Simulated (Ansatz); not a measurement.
# Run report: AlH$_{2}$O$_{2}$F$_{3}$, geometry relaxation (part 1 of 2)

System: AlH$_{2}$O$_{2}$F$_{3}$.
Method: RKS r2SCAN/def2-SVP (Ansatz 0.2.0).

The input holds or restrains some coordinates. It belongs to a series of runs on one base structure; here: pulled along the bonds that form and break, towards end B.

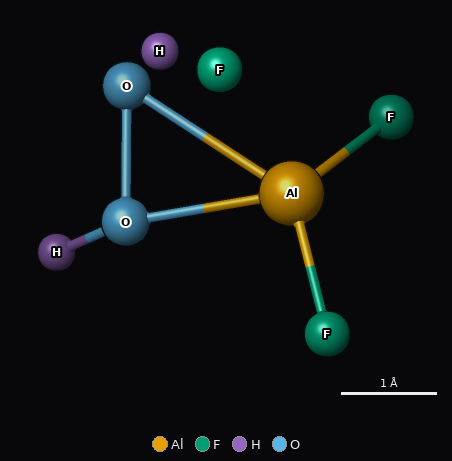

*The starting structure (ball-and-stick view, seen at a tilt). Sticks mark near contacts.*

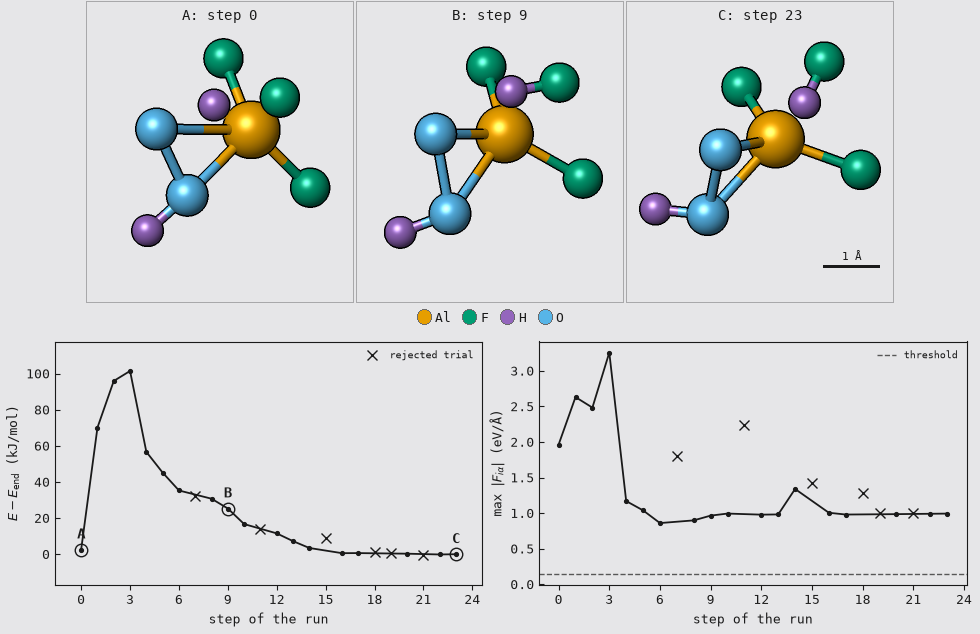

*Frames of the restrained relaxation (ball-and-stick view, seen at a tilt) above the curves, on which the letters mark them (the first geometry is step 0 here and step 1 in the log).*

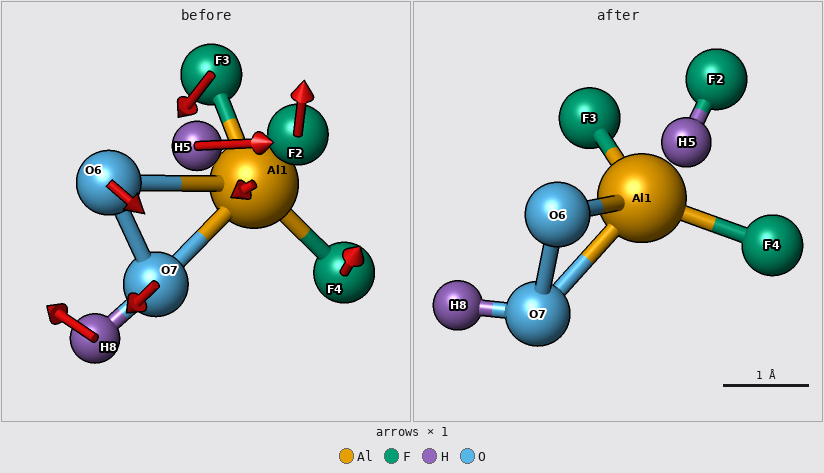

*Before (left) and after (right) the restrained relaxation, at one scale (ball-and-stick view, seen at a tilt). The red arrows give the displacements, at true length.*

H5 moves most after the best rigid fit: 1.26 Å. Largest moves by element: H 1.26 Å, F 0.84 Å, O 0.63 Å, Al 0.38 Å. Among the contacts that change: Al1–O6 2.187 → 1.834 Å, F2–H5 1.204 → 0.913 Å, Al1–O7 1.838 → 1.934 Å, O6–O7 1.445 → 1.531 Å. New bonds form: F2–H5 (1.20 → 0.91 Å). Among the angles that change: Al1–O7–H8 156.9° → 118.9°, F3–Al1–O6 93.9° → 117.5°, Al1–O7–O6 82.6° → 62.7°. After 23 geometry steps the energy has fallen by 2.58 kJ/mol. The largest force component goes from 2 to 0.99 eV/Å. The line search rejected the trial steps at points 7, 11, 15, 18, 19, 21 (counted from 0) and went back. (Atoms are counted from 1 in the order of the input.)

The input that produced these results follows, with the program's output.

Input:
```yaml
crystal:
  periodic: [false, false, false]
  atoms:
    - { symbol: Al, position_ang: [-0.8386, 0.1342, -0.2593] }
    - { symbol: F, position_ang: [-0.4194, -1.5203, 0.9808] }
    - { symbol: F, position_ang: [-1.1249, -0.3796, -1.7775] }
    - { symbol: F, position_ang: [-1.8284, 1.2265, 0.4516] }
    - { symbol: H, position_ang: [0.5955, -1.243, 0.3951] }
    - { symbol: O, position_ang: [1.2751, -0.4261, -0.3078] }
    - { symbol: O, position_ang: [0.7883, 0.8078, 0.2663] }
    - { symbol: H, position_ang: [1.5525, 1.4004, 0.2508] }
basis:
  gaussian: { orbitals: def2-SVP }
hamiltonian:
  xc: r2scan
relax:
  f_tol: 0.15
  max_steps: 25
  restrain:
    - { distance: [0, 5], at: 1.87, k: 30.0 }
    - { distance: [4, 1], at: 0.88, k: 30.0 }
    - { distance: [0, 1], at: 3.08, k: 30.0 }
    - { distance: [4, 5], at: 2.27, k: 30.0 }
```

Launch command:
```bash
ansatz run input.yaml --threads 2 --pin off --max-ram 3072MiB --backend cpu --events-out ev --progress --plain --runs-dir out
```

The program's output:
```
The last accepted step is kept in [file] (removed where the run ends without a failure and the disk answers)
Engine: ansatz 0.2.0, aarch64-unknown-linux-gnu
Functional definition: r2SCAN
  parameter k0 = 0.174
  parameter k1 = 0.065
  parameter a1 = 4.9479
  exchange = r2scan_x(k0 = k0, k1 = k1, a1 = a1)
  correlation = r2scan_c
1039 factors; their error is unknown
mean field evaluation 1: about -18852.8698 eV, gradient 6.3e1 eV
mean field evaluation 2: about -18842.7212 eV, gradient 1.0e2 eV
mean field evaluation 4: about -18859.0763 eV, gradient 3.1e0 eV
mean field evaluation 8: about -18859.1029 eV, gradient 1.1e-1 eV
mean field evaluation 16: about -18859.0450 eV, gradient 1.3e-4 eV
mean field -18859.04502361 eV, -693.0571214978 hartree, gradient 3.0e-5 eV, S^2 0.000000; 0 other end points of the search recorded, 0 dependent functions left out
the calculation of the forces begins
reference -18859.04503586 eV, -693.0571219480 hartree; 29, 29 occupied and 69, 69 virtual orbitals, 1039 factors
relax step   1: F+E_penalty+E_count = -18859.04502361 eV  Δ(F+E_penalty+E_count) = +0.000e0 eV  max|allowed force component| = 1.964e0 eV/Å  E_restraint = 32.08529887 eV  max|allowed force component, restraints' pulls added| = 2.384e1 eV/Å  Δτ_max = 0.0000 Å  (28 SCF iters, accepted)
  distance Al 0 - O 5 = 2.1872 Å
  distance H 4 - F 1 = 1.2041 Å
  distance Al 0 - F 1 = 2.1097 Å
  distance H 4 - O 5 = 1.2741 Å
these checks for a lower state are left out or cut short: starts, cluster_reference, orbital_swaps, neighbouring_geometries, increment
1039 factors; their error is unknown
mean field -18858.34496492 eV, -693.0313948154 hartree, gradient 9.3e-6 eV, S^2 0.000000; 0 other end points of the search recorded, 0 dependent functions left out
[... from here on the field's lines of each further geometry are left out, up to the last ...]
relax step   2: F+E_penalty+E_count = -18858.34496492 eV  Δ(F+E_penalty+E_count) = +7.001e-1 eV  max|allowed force component| = 2.631e0 eV/Å  E_restraint = 14.88776549 eV  max|allowed force component, restraints' pulls added| = 1.566e1 eV/Å  Δτ_max = 0.1948 Å  (36 SCF iters, accepted)
relax step   3: F+E_penalty+E_count = -18858.07757988 eV  Δ(F+E_penalty+E_count) = +2.674e-1 eV  max|allowed force component| = 2.484e0 eV/Å  E_restraint = 5.01267019 eV  max|allowed force component, restraints' pulls added| = 8.393e0 eV/Å  Δτ_max = 0.1946 Å  (35 SCF iters, accepted)
relax step   4: F+E_penalty+E_count = -18858.02024531 eV  Δ(F+E_penalty+E_count) = +5.733e-2 eV  max|allowed force component| = 3.257e0 eV/Å  E_restraint = 0.35782101 eV  max|allowed force component, restraints' pulls added| = 3.789e0 eV/Å  Δτ_max = 0.1943 Å  (35 SCF iters, accepted)
relax step   5: F+E_penalty+E_count = -18858.48460024 eV  Δ(F+E_penalty+E_count) = -4.644e-1 eV  max|allowed force component| = 1.170e0 eV/Å  E_restraint = 0.03836539 eV  max|allowed force component, restraints' pulls added| = 1.055e0 eV/Å  Δτ_max = 0.1940 Å  (35 SCF iters, accepted)
relax step   6: F+E_penalty+E_count = -18858.60351452 eV  Δ(F+E_penalty+E_count) = -1.189e-1 eV  max|allowed force component| = 1.039e0 eV/Å  E_restraint = 0.03173528 eV  max|allowed force component, restraints' pulls added| = 5.371e-1 eV/Å  Δτ_max = 0.2000 Å  (36 SCF iters, accepted)
relax step   7: F+E_penalty+E_count = -18858.70600854 eV  Δ(F+E_penalty+E_count) = -1.025e-1 eV  max|allowed force component| = 8.611e-1 eV/Å  E_restraint = 0.04123083 eV  max|allowed force component, restraints' pulls added| = 5.452e-1 eV/Å  Δτ_max = 0.2000 Å  (35 SCF iters, accepted)
relax step   8: F+E_penalty+E_count = -18858.73639253 eV  Δ(F+E_penalty+E_count) = -3.038e-2 eV  max|allowed force component| = 1.797e0 eV/Å  E_restraint = 0.14278323 eV  max|allowed force component, restraints' pulls added| = 4.507e0 eV/Å  Δτ_max = 0.1948 Å  (36 SCF iters, rejected (line search))
relax step   9: F+E_penalty+E_count = -18858.75326164 eV  Δ(F+E_penalty+E_count) = -4.725e-2 eV  max|allowed force component| = 8.988e-1 eV/Å  E_restraint = 0.04263653 eV  max|allowed force component, restraints' pulls added| = 6.276e-1 eV/Å  Δτ_max = 0.0974 Å  (29 SCF iters, accepted)
relax step  10: F+E_penalty+E_count = -18858.80946622 eV  Δ(F+E_penalty+E_count) = -5.620e-2 eV  max|allowed force component| = 9.657e-1 eV/Å  E_restraint = 0.04027368 eV  max|allowed force component, restraints' pulls added| = 5.359e-1 eV/Å  Δτ_max = 0.0953 Å  (30 SCF iters, accepted)
relax step  11: F+E_penalty+E_count = -18858.89879394 eV  Δ(F+E_penalty+E_count) = -8.933e-2 eV  max|allowed force component| = 9.946e-1 eV/Å  E_restraint = 0.03956510 eV  max|allowed force component, restraints' pulls added| = 6.141e-1 eV/Å  Δτ_max = 0.1497 Å  (35 SCF iters, accepted)
relax step  12: F+E_penalty+E_count = -18858.92820410 eV  Δ(F+E_penalty+E_count) = -2.941e-2 eV  max|allowed force component| = 2.235e0 eV/Å  E_restraint = 0.16590124 eV  max|allowed force component, restraints' pulls added| = 5.042e0 eV/Å  Δτ_max = 0.1950 Å  (35 SCF iters, rejected (line search))
relax step  13: F+E_penalty+E_count = -18858.95225076 eV  Δ(F+E_penalty+E_count) = -5.346e-2 eV  max|allowed force component| = 9.793e-1 eV/Å  E_restraint = 0.03808267 eV  max|allowed force component, restraints' pulls added| = 5.332e-1 eV/Å  Δτ_max = 0.0975 Å  (29 SCF iters, accepted)
relax step  14: F+E_penalty+E_count = -18858.99674060 eV  Δ(F+E_penalty+E_count) = -4.449e-2 eV  max|allowed force component| = 9.825e-1 eV/Å  E_restraint = 0.03650921 eV  max|allowed force component, restraints' pulls added| = 4.281e-1 eV/Å  Δτ_max = 0.1000 Å  (29 SCF iters, accepted)
relax step  15: F+E_penalty+E_count = -18859.03600549 eV  Δ(F+E_penalty+E_count) = -3.926e-2 eV  max|allowed force component| = 1.340e0 eV/Å  E_restraint = 0.03861088 eV  max|allowed force component, restraints' pulls added| = 5.302e-1 eV/Å  Δτ_max = 0.1500 Å  (35 SCF iters, accepted)
relax step  16: F+E_penalty+E_count = -18858.98111538 eV  Δ(F+E_penalty+E_count) = +5.489e-2 eV  max|allowed force component| = 1.423e0 eV/Å  E_restraint = 0.03849255 eV  max|allowed force component, restraints' pulls added| = 8.603e-1 eV/Å  Δτ_max = 0.2000 Å  (34 SCF iters, rejected (line search))
relax step  17: F+E_penalty+E_count = -18859.06573388 eV  Δ(F+E_penalty+E_count) = -2.973e-2 eV  max|allowed force component| = 1.006e0 eV/Å  E_restraint = 0.03783350 eV  max|allowed force component, restraints' pulls added| = 1.608e-1 eV/Å  Δτ_max = 0.1000 Å  (30 SCF iters, accepted)
relax step  18: F+E_penalty+E_count = -18859.06530281 eV  Δ(F+E_penalty+E_count) = +4.311e-4 eV  max|allowed force component| = 9.809e-1 eV/Å  E_restraint = 0.03399227 eV  max|allowed force component, restraints' pulls added| = 1.420e-1 eV/Å  Δτ_max = 0.0462 Å  (28 SCF iters, accepted)
relax step  19: F+E_penalty+E_count = -18859.05980453 eV  Δ(F+E_penalty+E_count) = +5.498e-3 eV  max|allowed force component| = 1.285e0 eV/Å  E_restraint = 0.08677825 eV  max|allowed force component, restraints' pulls added| = 1.903e0 eV/Å  Δτ_max = 0.1463 Å  (34 SCF iters, rejected (line search))
relax step  20: F+E_penalty+E_count = -18859.06685726 eV  Δ(F+E_penalty+E_count) = -1.554e-3 eV  max|allowed force component| = 1.008e0 eV/Å  E_restraint = 0.03666251 eV  max|allowed force component, restraints' pulls added| = 1.726e-1 eV/Å  Δτ_max = 0.0307 Å  (29 SCF iters, rejected (line search))
relax step  21: F+E_penalty+E_count = -18859.06876232 eV  Δ(F+E_penalty+E_count) = -3.460e-3 eV  max|allowed force component| = 9.865e-1 eV/Å  E_restraint = 0.03565136 eV  max|allowed force component, restraints' pulls added| = 4.076e-2 eV/Å  Δτ_max = 0.0149 Å  (28 SCF iters, accepted)
relax step  22: F+E_penalty+E_count = -18859.07763856 eV  Δ(F+E_penalty+E_count) = -8.876e-3 eV  max|allowed force component| = 1.001e0 eV/Å  E_restraint = 0.04745243 eV  max|allowed force component, restraints' pulls added| = 5.999e-1 eV/Å  Δτ_max = 0.0733 Å  (29 SCF iters, rejected (line search))
relax step  23: F+E_penalty+E_count = -18859.07325101 eV  Δ(F+E_penalty+E_count) = -4.489e-3 eV  max|allowed force component| = 9.917e-1 eV/Å  E_restraint = 0.03885033 eV  max|allowed force component, restraints' pulls added| = 1.690e-1 eV/Å  Δτ_max = 0.0356 Å  (29 SCF iters, accepted)
the calculation of the forces begins
reference -18859.07181309 eV, -693.0581059929 hartree; 29, 29 occupied and 69, 69 virtual orbitals, 1039 factors
relax step  24: F+E_penalty+E_count = -18859.07180060 eV  Δ(F+E_penalty+E_count) = +1.450e-3 eV  max|allowed force component| = 9.941e-1 eV/Å  E_restraint = 0.03679420 eV  max|allowed force component, restraints' pulls added| = 3.468e-2 eV/Å  Δτ_max = 0.0375 Å  (29 SCF iters, accepted)
  distance Al 0 - O 5 = 1.8344 Å
  distance H 4 - F 1 = 0.9131 Å
  distance Al 0 - F 1 = 3.0711 Å
  distance H 4 - O 5 = 2.2671 Å
1039 factors; their error is unknown
mean field evaluation 192: about -18859.1194 eV, gradient 8.0e-2 eV
mean field -18859.07180060 eV, -693.0581055342 hartree, gradient 8.0e-6 eV, S^2 0.000000; 1 other end points of the search recorded, 0 dependent functions left out
the calculation of the forces begins
reference -18859.07181309 eV, -693.0581059929 hartree; 29, 29 occupied and 69, 69 virtual orbitals, 1039 factors
Total energy: -18859.07181309 eV, -693.0581059929 hartree
Atom 0 at    -0.651128     0.402836    -0.437532 Å, force     0.994084    -0.574486     0.471081 eV/Å
Atom 1 at    -0.381683    -2.335154     0.927145 Å, force    -0.715799    -0.241904    -0.625825 eV/Å
Atom 2 at    -0.928505     0.407683    -2.065260 Å, force    -0.001529     0.003373    -0.009491 eV/Å
Atom 3 at    -1.874279     0.671672     0.634170 Å, force    -0.004076     0.000468     0.001168 eV/Å
Atom 4 at     0.263150    -1.895925     1.401461 Å, force     0.715984     0.547485     0.453944 eV/Å
Atom 5 at     0.996354    -0.161889     0.138428 Å, force    -0.976951     0.297285    -0.298503 eV/Å
Atom 6 at     0.955057     1.365916     0.045152 Å, force    -0.002646    -0.001887    -0.004088 eV/Å
Atom 7 at     1.621136     1.544762    -0.643562 Å, force    -0.009067    -0.030335     0.011714 eV/Å
Dipole moment:     0.622501     0.328554    -0.005336 e Å
```

Trajectory as extended XYZ (Å, eV, eV/Å), 24 frames, from step=1 to step=24:
```
8
Properties=species:S:1:pos:R:3:forces:R:3 step=1 energy=-18859.04502
Al   -0.8386    0.1342   -0.2593    0.6184  -1.6260   1.3606
F    -0.4194   -1.5203    0.9808    0.0929   1.9025  -1.7902
F    -1.1249   -0.3796   -1.7775   -0.3490  -0.1721  -0.7077
F    -1.8284    1.2265    0.4516   -0.5717   0.2135   0.2699
H     0.5955   -1.2430    0.3951    0.2944   0.5980   0.1754
O     1.2751   -0.4261   -0.3078   -0.3152  -1.9641   0.0278
O     0.7883    0.8078    0.2663    0.3709   0.7900   0.6725
H     1.5525    1.4004    0.2508   -0.1407   0.2582  -0.0082
8
Properties=species:S:1:pos:R:3:forces:R:3 step=2 energy=-18858.34497
Al   -0.7885    0.2476   -0.3511    1.0176  -1.0831   0.9465
F    -0.3576   -1.6666    1.0804    1.2590   1.8415  -2.0519
F    -1.1313   -0.3804   -1.8056   -0.6197  -0.2253  -0.8796
F    -1.8363    1.2314    0.4496   -0.3215  -0.0590   0.0543
H     0.4876   -1.3600    0.5074   -0.7112  -0.3967   0.8386
O     1.2664   -0.3243   -0.4116   -1.0034  -2.6315  -0.3386
O     0.7996    0.8380    0.2739    0.1276   1.6679   1.2705
H     1.5602    1.4142    0.2571    0.2516   0.8862   0.1603
8
Properties=species:S:1:pos:R:3:forces:R:3 step=3 energy=-18858.07758
Al   -0.7334    0.3549   -0.4414    0.7034  -0.8350   0.7172
F    -0.3107   -1.7722    1.1459   -1.0459   0.4861   0.0379
F    -1.1403   -0.3859   -1.8213   -0.8567  -0.2328  -1.0122
F    -1.8362    1.2261    0.4485    0.1030  -0.3044  -0.3412
H     0.4055   -1.4869    0.6301    1.4430   0.1797  -0.7388
O     1.2435   -0.2313   -0.5156   -1.2317  -2.4836  -0.8352
O     0.8052    0.8646    0.2906    0.4268   2.0271   1.8673
H     1.5665    1.4305    0.2632    0.4583   1.1629   0.3051
```
